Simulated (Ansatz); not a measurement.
# Fields on a plane of Ge (diamond)

```yaml
crystal:
  lattice:
    - [0.00000, 2.83720, 2.83720]
    - [2.83720, 0.00000, 2.83720]
    - [2.83720, 2.83720, 0.00000]
  atoms:
    - { symbol: Ge, position: [0.50000, 0.50000, 0.50000] }
    - { symbol: Ge, position: [0.75000, 0.75000, 0.75000] }
```

The slice is a {110} plane (indices of the conventional cell) through the point (0.500, 0.500, 0.500) (fractional), spanned by u = [100] and v = [1 -1 -1] in vectors of this cell: u (4.01 Å) and v (5.67 Å, at 90° to u). It covers one period; positions are fractions (u, v).

Atoms on it: Ge at (0.00, 0.00); Ge at (0.50, 0.75).

Computed with r2SCAN (plane waves to 500 eV, PAW, scalar-relativistic; Ansatz, a program for electronic structure). k mesh 10×10×10. Near the nuclei the fields are pseudised (PAW); where an atom keeps semicore shells as valence, they peak there. Ge was relaxed with its symmetry unable to fall.

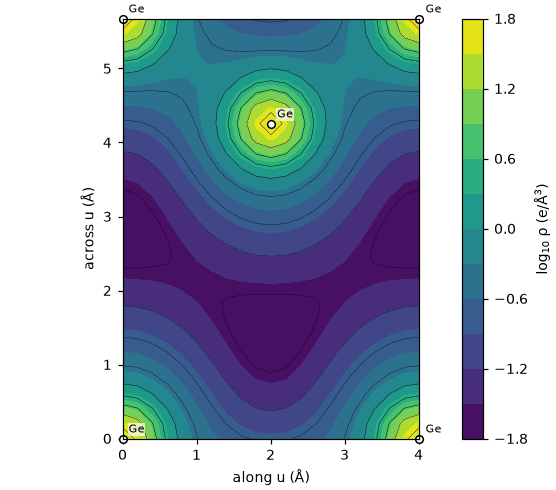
Figure. Log₁₀ of the valence density in e/Å³, one period of the plane, atoms marked. The scale is logarithmic, as a density can span decades between atoms and voids.

```
|::--**##++--......::::::......--++##**--|
|++**##**--..  ..--==++==--..  ..--**##**|
|%%%%**==..    ::++##%%##++::    ..==**%%|
|%%##++::    ..==**%%%%%%**==..    ::++##|
|++==--..  ..--**##**++**##**--..  ..--==|
|::::......--++##**--::--**##++--......::|
|........::++##%%++::..::++%%##++::......|
|    ....--**%%@@**--::--**@@%%**--....  |
|    ....--**%%@@%%**++**%%@@%%**--....  |
|      ..--++##@@@@%%%%%%@@@@##++--..    |
|      ..::--++####%%%%%%####++--::..    |
|      ....::--==++++++++++==--::....    |
|        ....::::::::::::::::::....      |
|            ..................          |
|                                        |
|                                        |
|                                        |
|                                        |
|                                        |
|                                        |
|..........                      ........|
|::::::::::....              ....::::::::|
|++++++==--::....          ....::--==++++|
|%%%%####++--::..          ..::--++####%%|
|%%%%@@@@##++--..          ..--++##@@@@%%|
|++**%%@@%%**--....      ....--**%%@@%%**|
|::--**@@%%**--....      ....--**%%@@**--|
|..::++%%##++::..............::++##%%++::|
```
Scale: ten equal steps from 0.023 (start of ' ') to 0.107 (end of '@'), in the order ' .:-=+*#%@'. Values: density of the lowest conduction band (whole band as if filled, smooth part) in e/Å³. The map has 20 points along u (two characters each, u = 0 at the left) and 28 along v (v = 0 in the bottom row). 

- Density on the Ge–Ge line (2.46 Å) at its midpoint = 0.51 e/Å³
- ELF at that point = 0.8
- ELF maximum in the middle third of the Ge–Ge line = 0.78, 1.2 Å from Ge
- Character of the Ge–Ge contact (rough rule: ELF there above 0.7 covalent, below 0.2 ionic, polar between) = shared-electron (covalent)
